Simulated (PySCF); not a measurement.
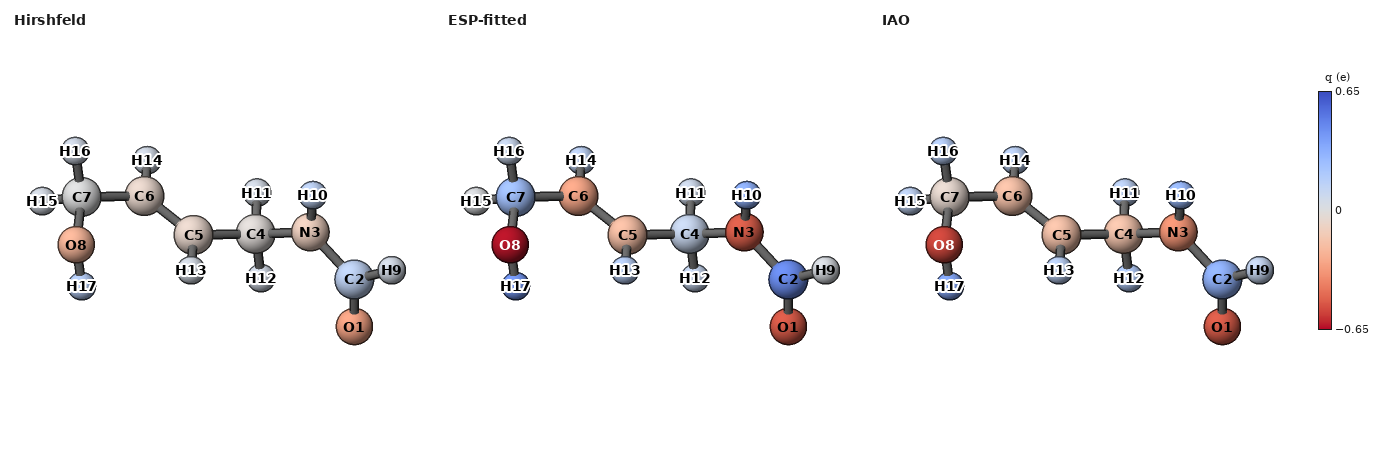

Atomic charges of one calculation by 3 schemes, on one colour scale. The geometry was computed by an optimisation with GFN2-xTB. No frequency run is at hand to confirm it as a minimum. Method: PBE0/pcSseg-1 (PySCF 2.14.0).

Question. On which atom do the schemes disagree most?

Answer. On O8 (from −0.63 to −0.22 e).

List the charges (e), one line for each set of equivalent atoms.

```
atom  Hirshfeld  ESP-fitted    IAO
  O1      −0.29       −0.50  −0.49
  C2       0.13        0.44   0.30
  N3      −0.10       −0.48  −0.34
  C4      −0.02        0.09  −0.16
  C5      −0.06       −0.19  −0.17
  C6      −0.06       −0.28  −0.17
  C7       0.00        0.24  −0.05
  O8      −0.22       −0.63  −0.54
  H9       0.05        0.02   0.10
 H10       0.14        0.31   0.27
 H11       0.05        0.07   0.14
 H12       0.05        0.10   0.18
 H13       0.04        0.16   0.15
 H14       0.05        0.14   0.14
 H15       0.04        0.01   0.13
 H16       0.05        0.09   0.16
 H17       0.16        0.40   0.35
```
